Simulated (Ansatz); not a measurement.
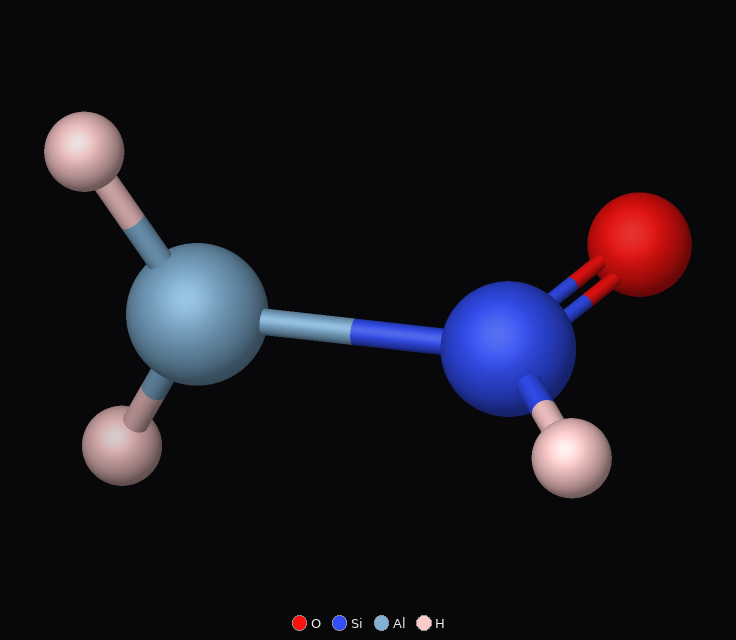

The computed structure is the end point of a PBE0-D4/def2-TZVP optimisation. No frequency run is at hand to confirm it as a minimum. Level of theory: RKS PBE0-D4/def2-TZVP (Ansatz 0.2.0).

Question: What is the dipole moment?

Answer: 3.93 D.
